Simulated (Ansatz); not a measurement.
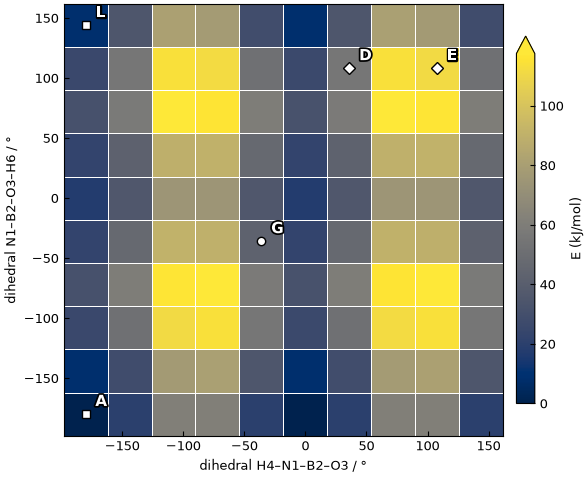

BH₃NO, SMILES N[B]O, spin multiplicity 2. First axis: dihedral H4–N1–B2–O3. Second axis: dihedral N1–B2–O3–H6. Nothing is relaxed (all other coordinates rigid). The grid has 10 × 10 points; 52 points were computed and 48 follow by symmetry. Points are written as (first, second). All energies are given in kJ/mol relative to the lowest grid point. Energies and slopes of some neighbouring points disagree (a jump in structure or state, or too coarse a mesh). Level of theory: Ansatz 0.2.0, UKS wB97X-V/def2-SVP.

Drawn: one coloured cell a grid point, one colour for all values above the top of the scale, lettered points.

> Rank the lettered points by energy, lowest first.

A (0 kJ/mol), L (8 kJ/mol), G (42 kJ/mol), D (56 kJ/mol), E (112 kJ/mol).
